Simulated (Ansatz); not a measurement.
**Au-W stack of (100) layers: lattice stability ahead of a resistivity run**

The plan: relax Au-W stack of (100) layers, check its phonons, and, if the lattice is stable, compute its Eliashberg function and ρ(T).

Method: DFT PBE, scalar-relativistic, plane waves, PAW, in Ansatz 0.2.0.

## Step 1: Set-up

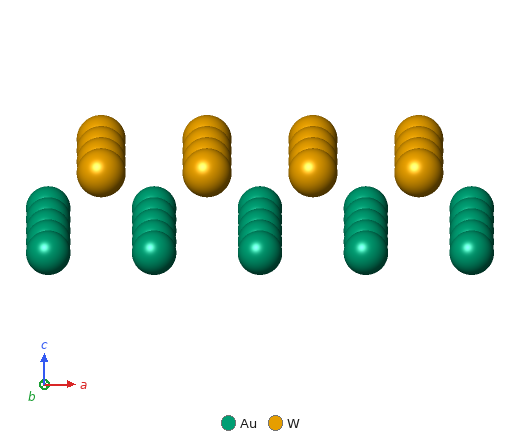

The starting structure, seen nearly edge on (gold teal, tungsten orange). 4×4×1 cells are drawn. Some periodic images of atoms are drawn too.

The cell holds 2 atoms: 1 Au and 1 W. Its edges and angles: a = 2.815 Å, b = 2.815 Å, c = 12.991 Å, α = 90.0°, β = 90.0°, γ = 90.0°. Vacuum lies along c.

## Step 2: Relaxation

The structure is brought to rest under this functional.

The input, input.yaml:

```yaml
crystal:
  lattice:
    - [2.81524, 0.0, 0.0]
    - [0.0, 2.81524, 0.0]
    - [0.0, 0.0, 12.99068]
  atoms:
    - { symbol: Au, position: [0.0, 0.0, 0.42338061] }
    - { symbol: W, position: [0.5, 0.5, 0.57661939] }
  periodic: [true, true, false]
kpoints:
  mp_grid: { grid: [10, 10, 1] }
hamiltonian:
  xc: pbe
scf:
  occupations: { method: gaussian, width: 0.1 }
output:
  forces: true
  stress: true
  eigenvalues: true
  write_density: true
  write_potential: true
  elf: true
  volumetric_format: npy
relax:
  adjacent_minimum: "off"
  f_tol: 0.005
  max_steps: 80
  cell: { stress_2d_tol: 0.02 }
```

Command:

```sh
ansatz run input.yaml --threads 4 --pin off --max-ram 16384MiB --backend cpu --events-out ev --progress --plain --runs-dir out
```

Numbers of over 12 decimals in the logs are rounded to 6 here.

Output:

```text
Warning: crystal.periodic: the lattice vector that does not repeat stood 0.000° off the slab's normal, 12.991 Å along it as the deck builds it. The run solves the slab on a vector along the normal, 27.781 Å long, with every atom where it was (on the deck's vector they left 11.00 Å outside them, and the widest stretch free of ions among them is 1.99 Å). A fractional position that the run reports is one of the run's ce [...]
crystal.periodic: the lattice vector that does not repeat stood 0.000° off the slab's normal, 12.991 Å along it as the deck builds it. The run solves the slab on a vector along the normal, 27.781 Å long, with every atom where it was (on the deck's vector they left 11.00 Å outside them, and the widest stretch free of ions among them is 1.99 Å). A fractional position that the run reports is one of the run's cell, which [...]
Engine: ansatz 0.2.0, aarch64-unknown-linux-gnu
Pseudopotentials: kind: paw
Pseudopotential: Au, paw, valence charge 19, recommended cutoff 420 eV (normal), Au.paw.azcp
Pseudopotential: W, paw, valence charge 14, recommended cutoff 420 eV (normal), W.paw.azcp
Functional definition: PBE
  parameter kappa = 0.804
  parameter beta = 0.066725
  exchange = pbe_x(kappa = kappa, mu = beta*pi^2/3)
  correlation = pbe_c(beta = beta)
Crystal: 2 atoms, lattice volume = 220.183 Å³
Basis set: ecut = 420 eV, 4361 PW (Γ), exchange–correlation on 40×40×384 points (8 copies of the dense FFT grid, shifted against one another)
Bands: 21, of which v1, the nominal top of the filled ones, is band 17 counted from 1 (16 counted from 0)
Symmetry: 8 space group operations
Space group: P4mm (ITA 99), of the structure as read, at distance tolerance 6.0e-5 Å
k-points: 21 of 100
Non-local potential: Au, projectors of the file, l = 0: 3, l = 1: 2, l = 2: 2, l = 3: 1
Non-local potential: W, projectors of the file, l = 0: 3, l = 1: 2, l = 2: 2, l = 3: 1
PAW form: soft (Blöchl's): semilocal exchange-correlation on the pseudo side does not see the compensation charge
PAW one-centre angular grid: Au, 590 points (default); XC on 64 Gauss nodes
PAW one-centre angular grid: W, 590 points (default); XC on 64 Gauss nodes
Initial density: superposition of atomic densities (neutral atoms: chi_scale 0, normalization atom), corrected by the library's trained network
Initial wavefunctions: pseudopotential atomic-orbital guess
Functional: x = pbe(κ = 0.804, μ = 0.219515), c = pbe(β = 0.066725)
SCF iter   1: F=—  HF=-23531.207334 eV  |F-HF|=—  |Δ(HF+E_count)|=         —  Δρ=2.74e-3  dr2=1.60e-2  ethr=1.77e-3  ⟨swp⟩=13.5  Hψ=3703  notcnv=0
preconditioner: auto → LDOS  [metal: Δε(μ)=0.044 eV  Ē_g=6.232 eV  σ=0.100 eV  W_gap=0.24  n_scr=16 (ndim 8)  ℏωp=10.3 eV  f_vac=0.767  D(μ)=2.46/eV (n_scr^D=12)  β→1.0]
SCF iter   2: F=—  HF=-23531.212418 eV  |F-HF|=—  |Δ(HF+E_count)|=   5.08e-3  Δρ=8.38e-4  dr2=4.45e-3  ethr=4.84e-5  ⟨swp⟩=3.5  Hψ=1246  notcnv=0  defer=5
SCF iter   3: F=—  HF=-23531.212203 eV  |F-HF|=—  |Δ(HF+E_count)|=   2.15e-4  Δρ=3.60e-4  dr2=7.28e-4  ethr=1.35e-5  ⟨swp⟩=3.4  Hψ=896  notcnv=0  defer=5
SCF iter   4: F=—  HF=-23531.212107 eV  |F-HF|=—  |Δ(HF+E_count)|=   9.64e-5  Δρ=9.98e-5  dr2=3.03e-5  ethr=2.21e-6  ⟨swp⟩=2.9  Hψ=848  notcnv=0  defer=5
SCF iter   5: F=—  HF=-23531.212097 eV  |F-HF|=—  |Δ(HF+E_count)|=   9.55e-6  Δρ=4.87e-5  dr2=1.60e-5  ethr=9.19e-8  ⟨swp⟩=3.7  Hψ=1030  notcnv=0  defer=5
SCF iter   6: F=—  HF=-23531.212097 eV  |F-HF|=—  |Δ(HF+E_count)|=   8.41e-7  Δρ=7.93e-6  dr2=2.67e-7  ethr=4.85e-8  ⟨swp⟩=2.6  Hψ=673  notcnv=0  defer=5
SCF iter   7: F=-23531.212097 eV  HF=-23531.212097 eV  |F-HF|=2.59e-8  |Δ(HF+E_count)|=   2.60e-7  Δρ=2.88e-6  dr2=1.98e-8  ethr=3.03e-10  ⟨swp⟩=25.3  Hψ=5494  notcnv=0
SCF 1 converged in 7 iterations: F = -23531.212097 eV  dr2 = 1.98e-8
  greatest PAW one-centre occupation: 1.000 electrons in one spin orbital (limit 2), on the Au atom at site 0 (counted from 0), in its partial waves of l = 0
relax step   1: F+E_penalty+E_count = -23531.21209685 eV  Δ(F+E_penalty+E_count) = +0.000e0 eV  max|allowed force component| = 5.404e-2 eV/Å  Δτ_max = 0.0000 Å  P = -6.649 N/m  Ω = 220.183 Å³  fix = [c, alpha, beta]  reactions: c +0.000 N/m  (7 SCF iters, dr2 threshold 1.00e-7 eV, accepted)
Crystal: 2 atoms, lattice volume = 199.242 Å³
Basis set: ecut = 420 eV, 3913 PW (Γ), exchange–correlation on 40×40×384 points (8 copies of the dense FFT grid, shifted against one another)
Initial density: handed on by an earlier stage of this run
Initial wavefunctions: those handed on with the density
iter 1 solved again at ethr=1.51e-3 eV; its pass at ethr=3.10e-3 eV (dr2=4.99e-1 eV) is discarded
SCF iter   1: F=—  HF=-23531.384158 eV  |F-HF|=—  |Δ(HF+E_count)|=         —  Δρ=5.79e-3  dr2=4.99e-1  ethr=1.51e-3  ⟨swp⟩=1.2  Hψ=3689  notcnv=0
preconditioner: auto → LDOS  [metal: Δε(μ)=0.023 eV  Ē_g=6.677 eV  σ=0.100 eV  W_gap=0.13  n_scr=16 (ndim 8)  ℏωp=10.8 eV  f_vac=0.765  D(μ)=2.56/eV (n_scr^D=12)  β→1.0]
SCF iter   2: F=—  HF=-23531.346638 eV  |F-HF|=—  |Δ(HF+E_count)|=   3.75e-2  Δρ=2.94e-3  dr2=1.11e-1  ethr=1.51e-3  ⟨swp⟩=2.3  Hψ=543  notcnv=0
SCF iter   3: F=—  HF=-23531.343338 eV  |F-HF|=—  |Δ(HF+E_count)|=   3.30e-3  Δρ=7.92e-4  dr2=2.30e-3  ethr=3.37e-4  ⟨swp⟩=2.8  Hψ=871  notcnv=0  defer=2
SCF iter   4: F=—  HF=-23531.343489 eV  |F-HF|=—  |Δ(HF+E_count)|=   1.50e-4  Δρ=2.54e-4  dr2=1.58e-4  ethr=6.96e-6  ⟨swp⟩=3.6  Hψ=1079  notcnv=0  defer=2
SCF iter   5: F=—  HF=-23531.343451 eV  |F-HF|=—  |Δ(HF+E_count)|=   3.74e-5  Δρ=8.55e-5  dr2=3.56e-5  ethr=4.78e-7  ⟨swp⟩=4.1  Hψ=1089  notcnv=0  defer=2
SCF iter   6: F=—  HF=-23531.343453 eV  |F-HF|=—  |Δ(HF+E_count)|=   1.91e-6  Δρ=2.62e-5  dr2=2.87e-6  ethr=1.08e-7  ⟨swp⟩=3.2  Hψ=855  notcnv=0  defer=2
SCF iter   7: F=—  HF=-23531.343454 eV  |F-HF|=—  |Δ(HF+E_count)|=   3.89e-7  Δρ=9.32e-6  dr2=2.85e-7  ethr=8.68e-9  ⟨swp⟩=3.6  Hψ=959  notcnv=0  defer=2
SCF iter   8: F=-23531.343454 eV  HF=-23531.343454 eV  |F-HF|=3.67e-8  |Δ(HF+E_count)|=   1.44e-7  Δρ=2.69e-6  dr2=2.60e-8  ethr=6.06e-10  ⟨swp⟩=24.7  Hψ=5367  notcnv=0
SCF 2 converged in 8 iterations: F = -23531.343454 eV  dr2 = 2.60e-8
relax step   2: F+E_penalty+E_count = -23531.34345376 eV  Δ(F+E_penalty+E_count) = -1.314e-1 eV  max|allowed force component| = 8.132e-1 eV/Å  Δτ_max = 0.0272 Å  P = +3.141 N/m  Ω = 199.242 Å³  energy of the carried Pulay correction = +1.247e-3 eV  fix = [c, alpha, beta]  reactions: c +0.000 N/m  (8 SCF iters, dr2 threshold 2.00e-7 eV, accepted)
Crystal: 2 atoms, lattice volume = 200.850 Å³
Basis set: ecut = 420 eV, 3985 PW (Γ), exchange–correlation on 40×40×384 points (8 copies of the dense FFT grid, shifted against one another)
iter 1 solved again at ethr=6.41e-5 eV; its pass at ethr=3.10e-3 eV (dr2=2.12e-2 eV) is discarded
SCF iter   1: F=—  HF=-23531.391670 eV  |F-HF|=—  |Δ(HF+E_count)|=         —  Δρ=2.44e-3  dr2=2.16e-2  ethr=6.41e-5  ⟨swp⟩=3.7  Hψ=3545  notcnv=0
preconditioner: auto → LDOS  [metal: Δε(μ)=0.095 eV  Ē_g=6.692 eV  σ=0.100 eV  W_gap=0.41  n_scr=16 (ndim 8)  ℏωp=10.8 eV  f_vac=0.764  D(μ)=2.39/eV (n_scr^D=12)  β→1.0]
SCF iter   2: F=—  HF=-23531.389084 eV  |F-HF|=—  |Δ(HF+E_count)|=   2.59e-3  Δρ=1.34e-3  dr2=1.90e-2  ethr=6.41e-5  ⟨swp⟩=3.4  Hψ=881  notcnv=0
SCF iter   3: F=—  HF=-23531.388006 eV  |F-HF|=—  |Δ(HF+E_count)|=   1.08e-3  Δρ=4.90e-4  dr2=2.05e-3  ethr=5.76e-5  ⟨swp⟩=3.1  Hψ=747  notcnv=0
SCF iter   4: F=—  HF=-23531.387825 eV  |F-HF|=—  |Δ(HF+E_count)|=   1.82e-4  Δρ=1.13e-4  dr2=1.56e-4  ethr=6.21e-6  ⟨swp⟩=3.0  Hψ=772  notcnv=0
SCF iter   5: F=—  HF=-23531.387811 eV  |F-HF|=—  |Δ(HF+E_count)|=   1.36e-5  Δρ=4.33e-5  dr2=1.15e-5  ethr=4.74e-7  ⟨swp⟩=3.3  Hψ=893  notcnv=0
SCF iter   6: F=—  HF=-23531.387809 eV  |F-HF|=—  |Δ(HF+E_count)|=   1.97e-6  Δρ=1.67e-5  dr2=1.15e-6  ethr=3.49e-8  ⟨swp⟩=3.8  Hψ=954  notcnv=0
SCF iter   7: F=-23531.387810 eV  HF=-23531.387810 eV  |F-HF|=2.85e-7  |Δ(HF+E_count)|=   1.05e-6  Δρ=4.40e-6  dr2=3.06e-8  ethr=6.06e-10  ⟨swp⟩=23.6  Hψ=5399  notcnv=0
SCF 3 converged in 7 iterations: F = -23531.387810 eV  dr2 = 3.06e-8
relax step   3: F+E_penalty+E_count = -23531.38781034 eV  Δ(F+E_penalty+E_count) = -4.436e-2 eV  max|allowed force component| = 2.778e-1 eV/Å  Δτ_max = 0.0365 Å  P = +0.033 N/m  Ω = 200.850 Å³  energy of the carried Pulay correction = +1.147e-3 eV  fix = [c, alpha, beta]  reactions: c +0.000 N/m  (7 SCF iters, dr2 threshold 2.00e-7 eV, accepted)
[...]
relax step   4: F+E_penalty+E_count = -23531.39983832 eV  Δ(F+E_penalty+E_count) = -1.203e-2 eV  max|allowed force component| = 4.563e-2 eV/Å  Δτ_max = 0.0386 Å  P = +0.277 N/m  Ω = 197.846 Å³  energy of the carried Pulay correction = +1.335e-3 eV  fix = [c, alpha, beta]  reactions: c +0.000 N/m  (7 SCF iters, dr2 threshold 2.00e-7 eV, accepted)
[...]
relax step   5: F+E_penalty+E_count = -23531.40005337 eV  Δ(F+E_penalty+E_count) = -2.150e-4 eV  max|allowed force component| = 9.201e-4 eV/Å  Δτ_max = 0.0038 Å  P = +0.011 N/m  Ω = 198.001 Å³  energy of the carried Pulay correction = +1.325e-3 eV  fix = [c, alpha, beta]  reactions: c +0.000 N/m  (5 SCF iters, dr2 threshold 1.33e-7 eV, accepted)
Basis set: ecut = 420 eV, 3873 PW (Γ), exchange–correlation on 36×36×384 points (8 copies of the dense FFT grid, shifted against one another)
Initial wavefunctions: pseudopotential atomic-orbital guess (no wavefunctions were taken with the density)
iter 1 solved again at ethr=2.21e-6 eV; its pass at ethr=3.10e-3 eV (dr2=7.28e-4 eV) is discarded
SCF iter   1: F=—  HF=-23531.398795 eV  |F-HF|=—  |Δ(HF+E_count)|=         —  Δρ=1.18e-4  dr2=4.27e-6  ethr=2.21e-6  ⟨swp⟩=5.2  Hψ=5355  notcnv=0
eigensolver tolerance schedule: the retry pair's looser diagonalisation over-reported the residual by 169.72 of it (diagonalisation noise at 0.14 of the residual, at the tolerance the schedule requests for it); recorded, not acted on — ethr = c·dr2/N_el stays at c = 1.0e-1
preconditioner: auto → LDOS  [metal: Δε(μ)=0.092 eV  Ē_g=6.600 eV  σ=0.100 eV  W_gap=0.48  n_scr=16 (ndim 8)  ℏωp=10.9 eV  f_vac=0.763  D(μ)=2.03/eV (n_scr^D=12)  β→1.0]
SCF iter   2: F=—  HF=-23531.398770 eV  |F-HF|=—  |Δ(HF+E_count)|=   2.48e-5  Δρ=2.45e-5  dr2=9.76e-7  ethr=1.29e-8  ⟨swp⟩=4.1  Hψ=1218  notcnv=0
SCF iter   3: F=—  HF=-23531.398773 eV  |F-HF|=—  |Δ(HF+E_count)|=   2.83e-6  Δρ=1.13e-5  dr2=4.73e-7  ethr=2.96e-9  ⟨swp⟩=3.0  Hψ=967  notcnv=0
SCF iter   4: F=—  HF=-23531.398773 eV  |F-HF|=—  |Δ(HF+E_count)|=   3.86e-8  Δρ=4.30e-6  dr2=4.41e-8  ethr=1.43e-9  ⟨swp⟩=3.2  Hψ=773  notcnv=0
SCF iter   5: F=—  HF=-23531.398773 eV  |F-HF|=—  |Δ(HF+E_count)|=   1.19e-8  Δρ=6.12e-7  dr2=1.93e-9  ethr=1.34e-10  ⟨swp⟩=3.1  Hψ=906  notcnv=0
SCF iter   6: F=—  HF=-23531.398773 eV  |F-HF|=—  |Δ(HF+E_count)|=   1.77e-9  Δρ=1.65e-7  dr2=1.06e-10  ethr=5.84e-12  ⟨swp⟩=3.7  Hψ=876  notcnv=0
SCF iter   7: F=—  HF=-23531.398773 eV  |F-HF|=—  |Δ(HF+E_count)|=  5.35e-10  Δρ=4.20e-8  dr2=2.97e-12  ethr=1.00e-12  ⟨swp⟩=2.4  Hψ=676  notcnv=0
SCF iter   8: F=-23531.398773 eV  HF=-23531.398773 eV  |F-HF|=4.73e-11  |Δ(HF+E_count)|=  3.24e-10  Δρ=1.58e-8  dr2=4.23e-13  ethr=1.00e-12  ⟨swp⟩=14.9  Hψ=3471  notcnv=0
SCF 6 converged in 8 iterations: F = -23531.398773 eV  dr2 = 4.23e-13
relax step   6: F+E_penalty+E_count = -23531.39877289 eV  Δ(F+E_penalty+E_count) = +1.280e-3 eV  max|allowed force component| = 1.189e-3 eV/Å  Δτ_max = 0.0000 Å  P = +0.009 N/m  Ω = 198.001 Å³  fix = [c, alpha, beta]  reactions: c +0.000 N/m  stress off target by 8.76e-3 N/m on what of the cell is left free  SCF on the basis re-selected at this cell (its energy is not comparable with the rows above)  (8 SCF iters)
basis re-selected at this cell: Δ(F+E_penalty+E_count) = +1.280e-3 eV, ΔP = -0.003 N/m vs the last step (what re-selecting the basis moved, of the pressure what is left beyond the Pulay correction that the steps carried, after the strain that the cell walked since its last selection, with what the two solves' SCF thresholds leave and, on support functions, any second-order correction that the steps lacked; it is no measure of the basis error at this ecutwfc). The dense FFT grid was sized anew with the basis: this SCF ran on 18×18×192 points, the steps before it on 20×20×192, so part of this shift can come from that change (see relax.cell in the input reference). [rest of the remark cut]
WARN: The output density's exchange-correlation potential varies sharply where the density is thin. Do not read a vacuum level from v_tot or v_xc, or from such a field of the output density. On a cell that repeats whose density bears no net charge and no dipole along the vacuum's axis use v_es (v_loc + v_h of the components); under efield.dipole_correction with no amplitude use v_es + v_field, which holds any externa [...]
SCF converged after 8 iterations
Free energy (F): -23531.398773 eV
Harris-Foulkes:  -23531.398773 eV  (|F-HF|=4.73e-11)
Internal energy: -23531.388645 eV  (E = F + TS)
E sigma→0 (E₀):  -23531.393709 eV
Entropy (-TS):   -0.010128 eV (-5.064 meV/atom)
Fermi energy:    -5.030108 eV
--- Per-component energies (eV) ---
  E_band       = -1158.438030
  E_kinetic    = 1051.875334
  E_local      = -79867.153549  (includes V_loc(G=0)·N_el)
  E_nonlocal   = 75.804894
  E_hartree    = 39289.009023
  E_xc         = -492.465939
  E_vxc        = -510.729814  (∫ρ·V_xc dr)
  E_paw        = -18269.026088  (= ΣΔE_a)
  E_vpaw       = -486.254274  (= ΣTr[D̂ρ^β])
  E_aug_tail   = 0.001354  (compensation charges beyond the density's cutoff)
  E_ewald      = 34680.566326
  E_smearing   = -0.010128  (= −TS)
  E_closure    = -0.000000  (closes the sum)
  Σ components = -23531.398773   (vs F -23531.398773, Δ=0.00e0)
--- Forces (eV/Å), atoms counted from 1 ---
  atom   1  Au     0.00000000     0.00000000    -0.00118912
  atom   2  W     -0.00000000     0.00000000     0.00118893
  max |Σ_I F_I| component: 1.86e-7 eV/Å
--- 2D stress c σ (N/m, compression-positive) ---
        0.008755       0.000000      -0.000000
        0.000000       0.008755       0.000000
       -0.000000       0.000000       0.000000
  P = ½ c Tr σ = 0.0088 N/m
--- Band table (eV; the first three rows and the last of 21) ---
  k-point 0: bands = [... 13 lower, -8.1631, -8.1631, -7.0626, -6.0650, -4.5194, -2.2813, -2.2813, -0.4388]
  k-point 1: bands = [... 13 lower, -8.1367, -8.0869, -7.2506, -5.8040, -4.7396, -2.2259, -2.0728, -0.6648]
  k-point 2: bands = [... 13 lower, -8.0732, -7.7034, -7.0938, -5.6518, -4.8037, -2.0912, -1.6373, -1.4050]
  k-point 20: bands = [... 13 lower, -5.8673, -5.8673, -5.7106, -3.2613, -0.0961, -0.0961, 2.2480, 2.5951]
--- Relaxed structure (5 steps of the walk, 5 accepted, 1 SCFs on fresh bases) ---
  F+E_penalty+E_count = -23531.39877289 eV   max|allowed force component| = 1.189e-3 eV/Å   (the final SCF, on the basis selected at the relaxed cell)
  cell:  # Å, volume = 198.0005 Å³
    - [2.669663, 0, 0]
    - [0, 2.669663, 0.0]
    - [0, 0.0, 27.781352]
  atoms:
    - { symbol: Au, position: [0, 0, 0.194155] }
    - { symbol: W, position: [0.5, 0.5, 0.273449] }
```

Wall time 19 s (4 threads of Arm Neoverse V1, shared host); peak memory 0.46 GiB.

Relaxation path:

| step | energy less that of the first step (eV) | largest force component (eV/Å) | volume (Å³) |
| --- | --- | --- | --- |
| 1 | 0.0000 | 0.0540 | 220.18 |
| 2 | -0.1314 | 0.8132 | 199.24 |
| 3 | -0.1757 | 0.2778 | 200.85 |
| 4 | -0.1877 | 0.0456 | 197.85 |
| 5 | -0.1880 | 0.0009 | 198.00 |
| 6* | -0.1867 | 0.0012 | 198.00 |

Relaxation steps marked * repeat the geometry before them on a plane-wave basis chosen anew for their cell, so energy and pressure can jump there.

The run keeps the 8 symmetry operations that it works with, so distortions that break them were not tested.

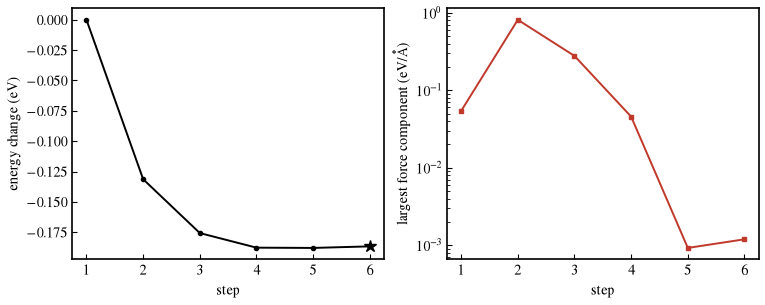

Energy and largest force along the relaxation. Stars mark steps on a basis chosen anew.

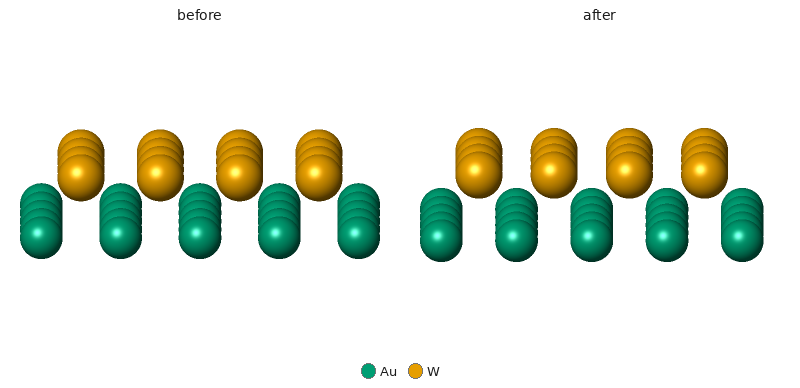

The structure before and after the relaxation, drawn at the same scale.

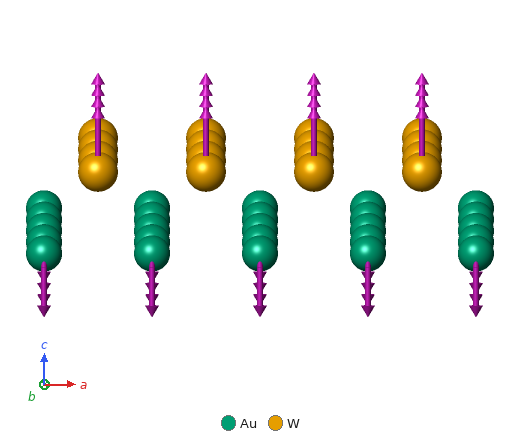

Displacements in the relaxation, exaggerated, measured against the changing cell; the longest in the cell stands for 0.11 Å. 4×4×1 cells are drawn. Some periodic images of atoms are drawn too.

| cell as run | before | after | change |
| --- | --- | --- | --- |
| a (Å) | 2.815 | 2.670 | -5.2 % |
| b (Å) | 2.815 | 2.670 | -5.2 % |

The atoms that moved most (Å, along periodic axes as changes of fractional coordinates times the final cell, across vacuum about the mean position):

| atom | dx | dy | dz | length |
| --- | --- | --- | --- | --- |
| Au1 | 0.000 | 0.000 | -0.106 | 0.106 |
| W2 | 0.000 | 0.000 | 0.106 | 0.106 |

The relaxed structure:

```xyz
2
Lattice="2.6697 0.0000 0.0000 0.0000 2.6697 0.0000 0.0000 0.0000 27.7814" Properties=species:S:1:pos:R:3
Au    0.0000    0.0000    5.3939
W     1.3348    1.3348    7.5968
```

Numbers from this step:

```
metallic on mesh  : yes
gap on the k-mesh : 0 eV
```

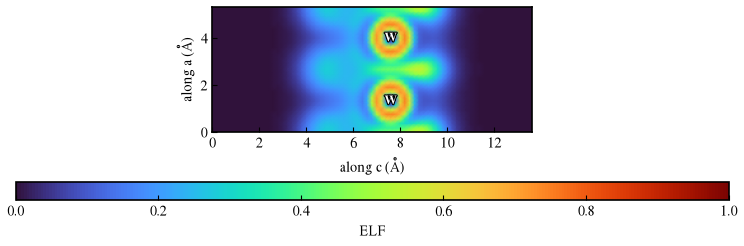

ELF in the ca plane at fractional y = 0.500, with atoms of W within 0.2 Å of it. It is the smooth field of the valence electrons, not physical close to the nuclei. The far vacuum is left out of the map.

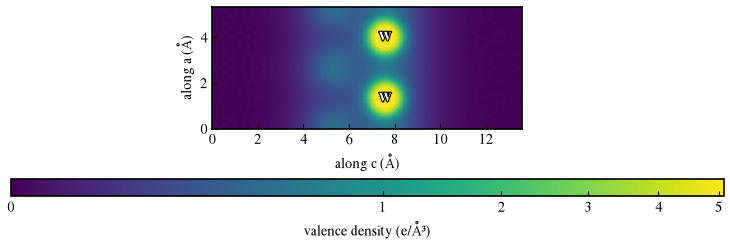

Valence density in the ca plane at fractional y = 0.500, with atoms of W within 0.2 Å of it. It is the smooth field of the valence electrons, not physical close to the nuclei. The colour scale is stretched toward low values. The far vacuum is left out of the map.

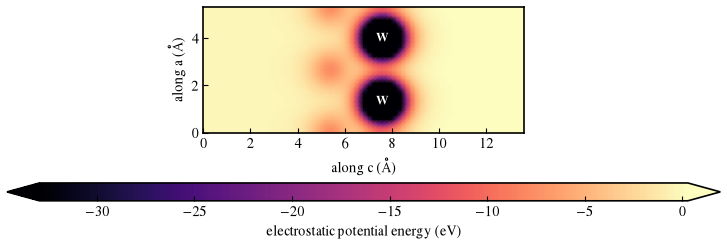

Electrostatic potential energy in the ca plane at fractional y = 0.500, with atoms of W within 0.2 Å of it. With pseudopotentials it is smooth inside the atoms' cores, unlike the true potential. The far vacuum is left out of the map.

The relaxation ends with a largest force component of 0.0012 eV/Å.

[end of part 1 of 2]

[Logs are printed without paths, hosts, clocks, repeated set-up lines and the standing remarks that a program may print on its own settings, such as how far it seeks lower states.]

[Hosts, paths, dates, database ids (printed as entryN), source tags and the programs' standing remarks are cut or masked in the printed files.]
